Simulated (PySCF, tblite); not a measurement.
**C3H12OSi2: geometry, infrared bands and NMR shifts**

Aim: predict the infrared bands and NMR shifts of C3H12OSi2 (`C[C@H](CO)[SiH2][SiH3]`).

Programs: tblite 0.8.0 and PySCF 2.14.0, with density-fitted response routines of our own. Each step states its level of theory. These are calculated values for one molecule in the gas phase, unless marked as measured. Atoms count from 0, in the outputs and in this text.

## (1) The molecule as given

18 atoms, charge 0, multiplicity 1; geometry from: force field or distance geometry start.

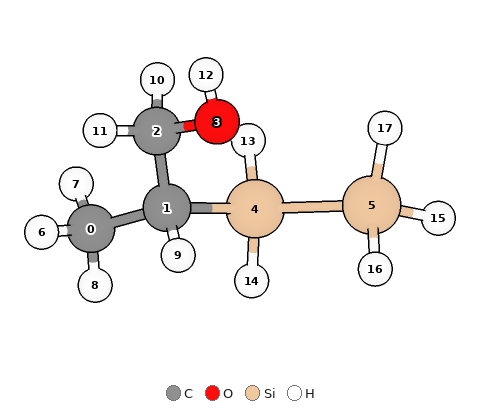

As it starts; carbon grey, oxygen red, silicon light orange, hydrogen white, atoms numbered.

## (2) Optimising the geometry with GFN2-xTB

Job settings and geometry (Å):

```
{"job": {"kind": "relax", "xc": "GFN2-xTB", "basis": "xTB"}, "charge": 0, "multiplicity": 1}
C     -1.131900    -1.972300    -0.020500
C     -0.545100    -0.568800     0.202000
C     -1.479400     0.482500    -0.363300
O     -1.151300     1.771600     0.146200
Si     1.241800    -0.453300    -0.458000
Si     2.294900     1.454500     0.274800
H     -2.131000    -2.042100     0.437500
H     -1.242800    -2.185100    -1.083700
H     -0.508600    -2.755500     0.423800
H     -0.463300    -0.419100     1.299800
H     -1.448300     0.525600    -1.462400
H     -2.526400     0.275200    -0.068200
H     -1.811300     2.398500    -0.177800
H      1.201600    -0.509900    -1.956700
H      1.991100    -1.643800    -0.001500
H      3.737200     1.404400    -0.085400
H      2.230600     1.564600     1.763900
H      1.733400     2.679400    -0.342100
```

Run with:

```sh
$ OMP_NUM_THREADS=1 python probes_run.py task.json out
```

One launch serves the whole session: the jobs run in the order shown.

The log of the run:

```text
step      E/eV     max force
  0    -545.25454    0.792
  1    -545.28703    0.353
  2    -545.30461    0.260
  3    -545.31292    0.249
  4    -545.32205    0.216
  5    -545.32814    0.210
  6    -545.33432    0.223
  7    -545.34022    0.240
  8    -545.34522    0.191
  9    -545.34833    0.133
 10    -545.35055    0.130
 11    -545.35289    0.145
 12    -545.35558    0.140
 13    -545.35804    0.142
 14    -545.36002    0.107
 15    -545.36179    0.122
 16    -545.36369    0.115
 17    -545.36581    0.108
 18    -545.36791    0.108
 19    -545.36996    0.107
 20    -545.37226    0.133
 21    -545.37486    0.111
 22    -545.37753    0.128
 23    -545.38006    0.131
 24    -545.38233    0.117
 25    -545.38438    0.101
 26    -545.38608    0.094
 27    -545.38752    0.109
 28    -545.38910    0.111
 29    -545.39102    0.124
 30    -545.39307    0.126
 31    -545.39486    0.093
 32    -545.39625    0.080
 33    -545.39742    0.092
 34    -545.39861    0.084
 35    -545.39990    0.101
 36    -545.40136    0.105
 37    -545.40303    0.110
 38    -545.40477    0.113
 39    -545.40631    0.079
 40    -545.40760    0.089
 41    -545.40871    0.089
 42    -545.40970    0.079
 43    -545.41051    0.068
 44    -545.41111    0.080
 45    -545.41170    0.068
 46    -545.41231    0.048
 47    -545.41267    0.045
 48    -545.41312    0.043
 49    -545.41349    0.056
 50    -545.41388    0.057
 51    -545.41426    0.048
 52    -545.41466    0.055
 53    -545.41515    0.063
 54    -545.41578    0.064
 55    -545.41648    0.057
 56    -545.41712    0.050
 57    -545.41763    0.054
 58    -545.41811    0.070
 59    -545.41868    0.072
 60    -545.41926    0.057
 61    -545.41968    0.054
 62    -545.41999    0.063
 63    -545.42038    0.065
 64    -545.42105    0.080
 65    -545.42207    0.080
 66    -545.42301    0.065
 67    -545.42370    0.059
 68    -545.42427    0.064
 69    -545.42496    0.093
 70    -545.42567    0.079
 71    -545.42637    0.048
 72    -545.42662    0.041
 73    -545.42681    0.042
 74    -545.42710    0.050
 75    -545.42756    0.064
 76    -545.42799    0.051
 77    -545.42831    0.037
 78    -545.42859    0.039
 79    -545.42892    0.047
 80    -545.42934    0.050
 81    -545.42977    0.056
 82    -545.43011    0.048
 83    -545.43035    0.038
 84    -545.43054    0.039
 85    -545.43071    0.030
 86    -545.43083    0.027
 87    -545.43093    0.030
 88    -545.43103    0.028
 89    -545.43116    0.025
 90    -545.43128    0.028
 91    -545.43144    0.028
 92    -545.43158    0.031
 93    -545.43172    0.030
 94    -545.43186    0.027
 95    -545.43196    0.029
 96    -545.43202    0.021
 97    -545.43205    0.011
 98    -545.43207    0.013
 99    -545.43209    0.014
100    -545.43210    0.009
```

It took 0.7 s on 1 thread of Arm Neoverse V1, shared host.

Step by step: (not every step is listed)

```
step  energy from step 0 (eV)  largest force (eV/Å)
   0                   0.0000                0.7916
   1                  -0.0325                0.3526
   2                  -0.0501                0.2604
   3                  -0.0584                0.2487
   4                  -0.0675                0.2157
   5                  -0.0736                0.2097
   6                  -0.0798                0.2228
   7                  -0.0857                0.2405
   8                  -0.0907                0.1906
  16                  -0.1091                0.1150
  24                  -0.1278                0.1169
  32                  -0.1417                0.0799
  40                  -0.1531                0.0892
  48                  -0.1586                0.0435
  56                  -0.1626                0.0499
  64                  -0.1665                0.0803
  72                  -0.1721                0.0405
  80                  -0.1748                0.0496
  88                  -0.1765                0.0278
  95                  -0.1774                0.0290
  96                  -0.1775                0.0210
  97                  -0.1775                0.0110
  98                  -0.1775                0.0130
  99                  -0.1775                0.0136
 100                  -0.1776                0.0090
```

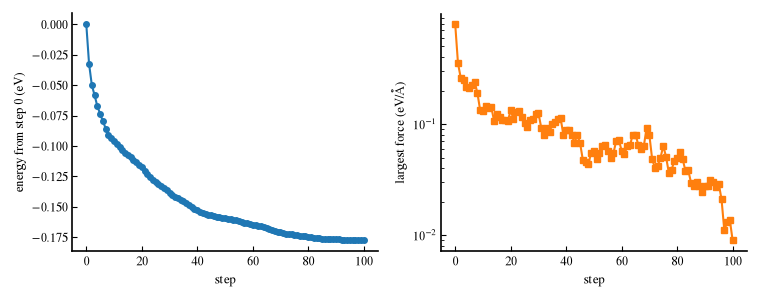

Energy and force, step by step.

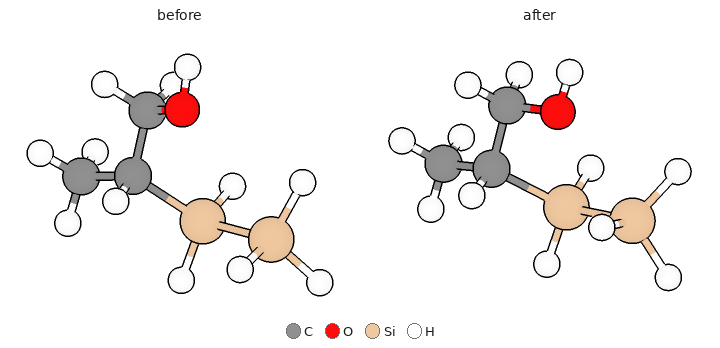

The geometry before (left) and after (right).

Close pairs (by a distance rule), those that changed most:

```
   bond  before (Å)  after (Å)  change (Å)
Si5–H16       1.495      1.463      -0.031
Si4–H13       1.500      1.475      -0.025
Si5–H17       1.482      1.465      -0.017
  C1–H9       1.111      1.095      -0.016
  C0–C1       1.537      1.522      -0.016
Si5–H15       1.487      1.472      -0.015
  C0–H6       1.101      1.091      -0.011
  C2–O3       1.424      1.414      -0.010
```

The next job starts from the end point, and lists it.

## (3) Harmonic vibrations with GFN2-xTB

Job settings and geometry (Å):

```
{"job": {"kind": "ir", "xc": "GFN2-xTB", "basis": "xTB"}, "charge": 0, "multiplicity": 1}
C     -1.155773    -2.025840    -0.099457
C     -0.534688    -0.684243     0.261715
C     -1.429533     0.457418    -0.194436
O     -0.722803     1.667877    -0.007073
Si     1.205661    -0.408925    -0.493075
Si     2.137563     1.555520     0.265449
H     -2.149241    -2.130415     0.337908
H     -1.247926    -2.127466    -1.179052
H     -0.534445    -2.839323     0.266103
H     -0.454824    -0.623005     1.351674
H     -1.677670     0.323742    -1.257758
H     -2.372789     0.476221     0.373015
H     -1.255929     2.409601    -0.308195
H      1.015431    -0.475162    -1.954645
H      1.957730    -1.632677    -0.162343
H      3.597727     1.407659     0.382078
H      1.677020     1.970124     1.591119
H      1.935729     2.685211    -0.644668
```

The log of the run:

```text
mode    cm-1     km/mol
  1     -20.4      0.54
  2      97.9      2.34
  3     107.9      6.25
  4     154.4      0.24
  5     192.2      2.97
  6     216.1      0.75
  7     259.1      3.62
  8     286.8     86.28
  9     338.5     43.16
 10     399.2     55.75
 11     453.1     40.36
 12     463.7     16.33
 13     490.7      1.93
 14     498.6      5.00
 15     599.6      9.36
 16     661.4     23.95
 17     687.0    590.59
 18     785.4    485.78
 19     812.1     47.95
 20     828.0    144.48
 21     836.0    181.00
 22     929.7      6.49
 23     961.6      7.23
 24    1029.2     16.48
 25    1072.1     33.49
 26    1102.3     15.87
 27    1128.5     59.99
 28    1198.2     10.96
 29    1225.2     44.10
 30    1288.9      6.96
 31    1305.6      6.46
 32    1371.2      8.37
 33    1418.0      1.13
 34    1504.8      2.03
 35    1506.4      2.67
 36    1510.7      4.14
 37    2138.8    308.93
 38    2160.4    137.57
 39    2175.6    495.00
 40    2234.0    374.88
 41    2248.2    256.39
 42    2847.2     85.76
 43    2887.0     72.03
 44    2932.9     58.53
 45    2992.1     66.50
 46    3022.8     40.39
 47    3039.9     24.68
 48    3562.9      8.96
```

Run time: 0.64 s. Hardware: 1 thread of Arm Neoverse V1, shared host.

Which atoms move in the most intense modes:

```
cm⁻¹  km/mol                                   atoms
 687   590.6            H14 37 %, H13 31 %, Si4 19 %
 785   485.8  H16 25 %, H17 24 %, H13 16 %, H14 16 %
 828   144.5  H16 39 %, H15 33 %, H13 11 %, H14 10 %
 836   181.0                      H15 44 %, H17 32 %
2139   308.9                      H13 79 %, H14 15 %
2176   495.0                                H15 91 %
2234   374.9                                H17 93 %
2248   256.4                                H16 94 %
```

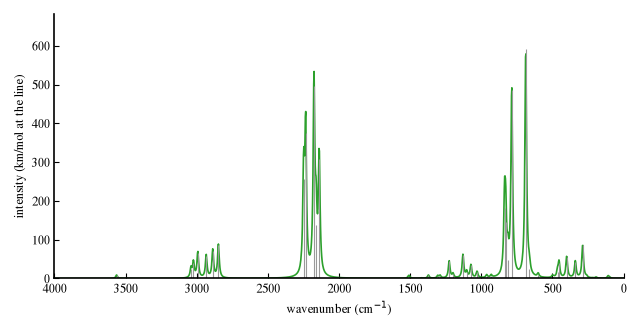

The infrared spectrum from these modes, unscaled. Lines are broadened to a width of 14 cm⁻¹ (Lorentzian).

## (4) Nuclear shieldings: PBE0/pcSseg-1

Same as in step 3 but for these lines:

```diff
@@ -1,2 +1,2 @@
-{"job": {"kind": "ir", "xc": "GFN2-xTB", "basis": "xTB"}, "charge": 0, "multiplicity": 1}
+{"job": {"kind": "nmr", "xc": "PBE0", "basis": "pcSseg-1"}, "charge": 0, "multiplicity": 1}
 C     -1.155773    -2.025840    -0.099457
```

Level: GIAO PBE0/pcSseg-1 NMR shielding, non-relativistic, gas phase.

The log of the run:

```text
coarse grid: 15032 points
cycle   1  E = -775.0927376865  dE =  3.068e-01  |g| = 6.197e-01  |ddm| = 3.568e+00
cycle   2  E = -775.0297401991  dE =  6.300e-02  |g| = 8.547e-01  |ddm| = 1.258e+00
cycle   3  E = -775.1682645779  dE = -1.385e-01  |g| = 6.455e-02  |ddm| = 8.209e-01
cycle   4  E = -775.1688725878  dE = -6.080e-04  |g| = 3.105e-02  |ddm| = 7.322e-02
cycle   5  E = -775.1690979308  dE = -2.253e-04  |g| = 5.734e-03  |ddm| = 3.166e-02
cycle   6  E = -775.1691053619  dE = -7.431e-06  |g| = 1.941e-03  |ddm| = 7.088e-03
final grid: 133152 points
cycle   7  E = -775.2137599597  dE = -2.775e-05  |g| = 1.012e-02  |ddm| = 2.542e-02
cycle   8  E = -775.2137388866  dE =  2.107e-05  |g| = 1.419e-02  |ddm| = 1.973e-02
cycle   9  E = -775.2137825621  dE = -4.368e-05  |g| = 7.825e-04  |ddm| = 1.164e-02
cycle  10  E = -775.2137826774  dE = -1.152e-07  |g| = 2.521e-04  |ddm| = 9.718e-04
cycle  11  E = -775.2137826900  dE = -1.268e-08  |g| = 6.034e-05  |ddm| = 2.695e-04
cycle  12  E = -775.2137826908  dE = -7.672e-10  |g| = 1.827e-05  |ddm| = 6.655e-05
converged SCF energy = -775.2137826908

GIAO shielding tensors (ppm)
atom      isotropic    diamagn.    paramagn.     s11        s22        s33       span
  0 C      170.096     245.713     -75.617    160.411    160.557    189.321     28.910
  1 C      161.926     251.069     -89.143    147.486    167.565    170.728     23.243
  2 C      113.189     244.481    -131.292     85.506    102.454    151.608     66.102
  3 O      284.400     391.318    -106.917    240.620    256.673    355.908    115.288
  4 Si     413.570     881.126    -467.555    384.477    386.572    469.661     85.184
  5 Si     465.268     879.279    -414.010    450.673    461.754    483.378     32.705
  6 H       30.521      28.870       1.651     25.528     27.800     38.235     12.708
  7 H       30.949      29.827       1.123     26.701     29.261     36.885     10.183
  8 H       30.284      29.277       1.007     25.381     28.269     37.203     11.822
  9 H       30.184      33.077      -2.893     26.331     29.196     35.025      8.694
 10 H       28.212      31.564      -3.352     23.937     28.480     32.219      8.282
 11 H       27.385      30.202      -2.817     22.516     27.582     32.057      9.541
 12 H       30.785      32.147      -1.362     20.762     27.117     44.477     23.715
 13 H       28.125      30.263      -2.138     25.083     26.396     32.895      7.813
 14 H       28.033      30.240      -2.207     24.347     26.482     33.270      8.922
 15 H       28.353      28.399      -0.045     24.458     25.701     34.901     10.443
 16 H       28.171      29.301      -1.130     24.445     27.265     32.801      8.356
 17 H       28.292      29.086      -0.795     24.765     26.824     33.286      8.521
```

Wall time 35 s (1 thread of Arm Neoverse V1, shared host); peak memory 0.74 GiB.

The references, computed at this level on geometries of the same kind, shield at (ppm): 1H TMS 31.72, 13C TMS 186.9, 29Si TMS 349.2, 17O H2O 336.1. Their shielding less the atom's gives the shift. The references are single molecules in the gas phase, so shifts against H2O, NH3, PH3, H3PO4 or CFCl3 are not on the usual liquid scales and can be off by tens of ppm. Atoms listed in one row are averaged.

```
        atoms                            environment  σ (ppm)  δ (ppm)  δ scaled to CDCl3
           C2                    sp3 CH2 bonded to O    113.2     73.7               70.1
           C1                    sp3 CH bonded to Si    161.9     25.0               22.5
           C0                          methyl carbon    170.1     16.8               14.5
          H11     hydrogen on an sp3 CH2 bonded to O    27.39     4.33               4.19
          H14  hydrogen on a silicon bonded to C, Si    28.03     3.68                  –
          H13  hydrogen on a silicon bonded to C, Si    28.12     3.59                  –
          H10     hydrogen on an sp3 CH2 bonded to O    28.21     3.50               3.41
H15, H16, H17     hydrogen on a silicon bonded to Si    28.27     3.45                  –
           H9     hydrogen on an sp3 CH bonded to Si    30.18     1.53               1.55
   H6, H7, H8            hydrogen on a methyl carbon    30.58     1.13               1.17
          H12          hydrogen on an alcohol oxygen    30.79     0.93                  –
           O3                         alcohol oxygen    284.4     51.7                  –
          Si4           silicon bonded to C, Si, 2 H    413.6    -64.4                  –
          Si5              silicon bonded to Si, 3 H    465.3   -116.1                  –
```

The scaled column applies a straight-line fit of computed shieldings to shifts measured in CDCl3 (root-mean-square error 0.16 ppm for H, 1.9 ppm for C).

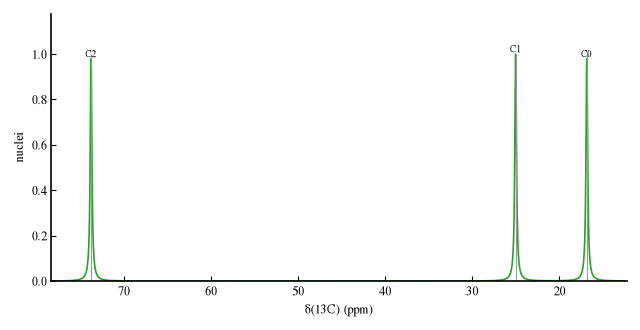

13C lines at the computed shifts, without couplings. Lines are broadened to a width of 0.23 ppm (Lorentzian).

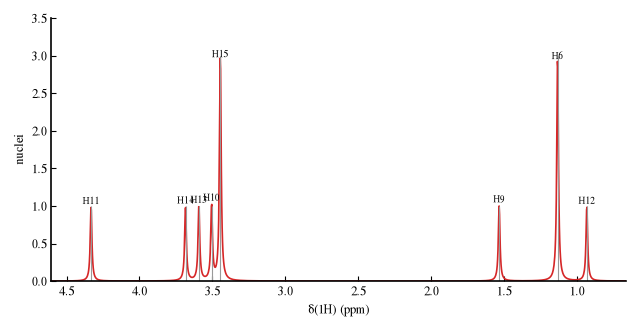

1H lines at the computed shifts, without couplings. Lines are broadened to a width of 0.01 ppm (Lorentzian).

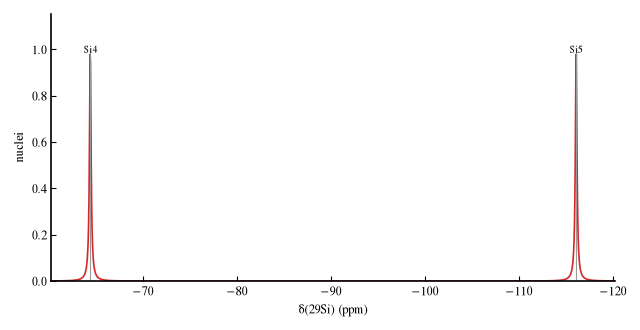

29Si lines at the computed shifts, without couplings. Lines are broadened to a width of 0.21 ppm (Lorentzian).

The run also stored atomic charges by several schemes (e):

```
atoms  Mulliken    IAO  Hirshfeld  ESP fit
   C0     -0.23  -0.41      -0.12    -0.57
   C1     -0.60  -0.35      -0.11     0.19
   C2      0.12  -0.04       0.00    -0.02
   O3     -0.47  -0.54      -0.18    -0.60
  Si4      0.34   0.44       0.23     0.21
  Si5      0.23   0.31       0.19     0.22
```

Mulliken charges:

C0 -0.23; C1 -0.60; C2 0.12; O3 -0.47; Si4 0.34; Si5 0.23; H6 0.11; H7 0.11; H8 0.13; H9 0.15; H10 0.10; H11 0.11; H12 0.24; H13 -0.06; H14 -0.06; H15 -0.09; H16 -0.06; H17 -0.07

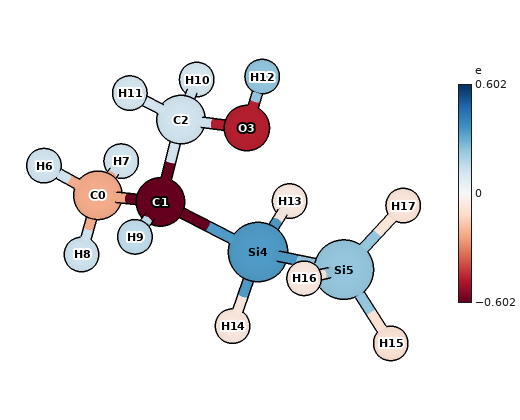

Mulliken charges, as colours on the atoms.

Mayer bond orders: C0–C1 1.04, C1–C2 1.00, C2–O3 0.94, C1–Si4 0.87, Si4–Si5 0.91.

The fields below are evaluated on a grid from the run's orbitals.

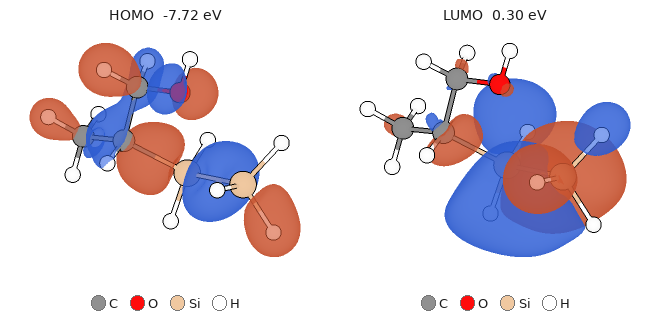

Frontier orbitals at PBE0/pcSseg-1; each surface holds 70 % of the orbital's density, blue and red mark the sign.

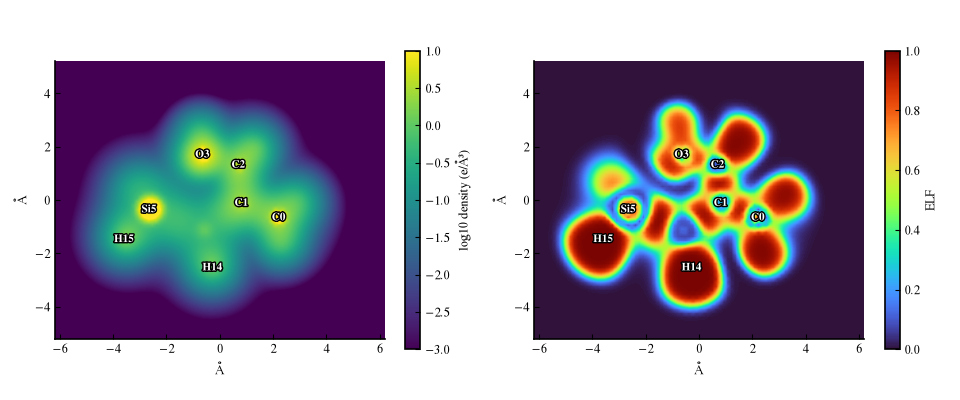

Density (left) and ELF (right) in a plane through or near 7 of the atoms.

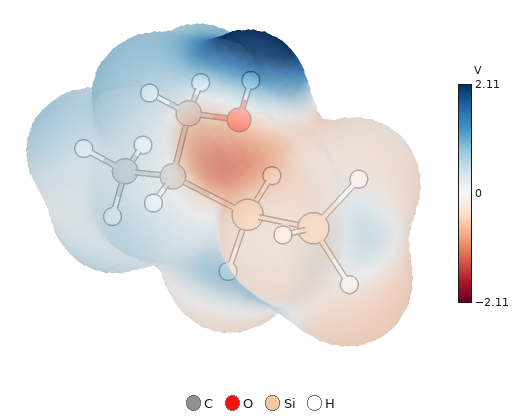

Electrostatic potential on the surface of density 0.002 e/bohr³; red is low, blue high. It runs from -0.92 V near O3 to 2.11 V near H12.

## (5) Outcome

| quantity | value |
| --- | --- |
| strongest single infrared mode (GFN2-xTB) | 687 cm⁻¹, 591 km/mol |
| zero-point energy (GFN2-xTB) | 85.7 kcal/mol |
| 13C shifts against TMS (PBE0/pcSseg-1) | 73.7, 25.0, 16.8 ppm |
| 1H shifts against TMS (PBE0/pcSseg-1, means over atoms taken as alike) | 4.33, 3.68, 3.59, 3.50, 3.45, 1.53, 1.13, 0.93 ppm |
| 17O shifts against H2O (PBE0/pcSseg-1) | 51.7 ppm |
| 29Si shifts against TMS (PBE0/pcSseg-1) | -64.4, -116.1 ppm |
| surface potential, least and greatest | -0.92 V and 2.11 V |

**Reading.** Relaxing lowered the energy by 0.178 eV in 100 steps; the close pair that moved most is Si5–H16, from 1.495 to 1.463 Å. The lowest mode is imaginary (20i cm⁻¹), so the xTB geometry is not a minimum. The strongest single mode, at 687 cm⁻¹, is carried by H14, H13, Si4. Unscaled tight-binding wavenumbers are off by several per cent, some by more. Its intensities can rank the bands wrongly. At PBE0/pcSseg-1: The widest tensor belongs to O3: span 115 ppm, with a paramagnetic part of -107 ppm.
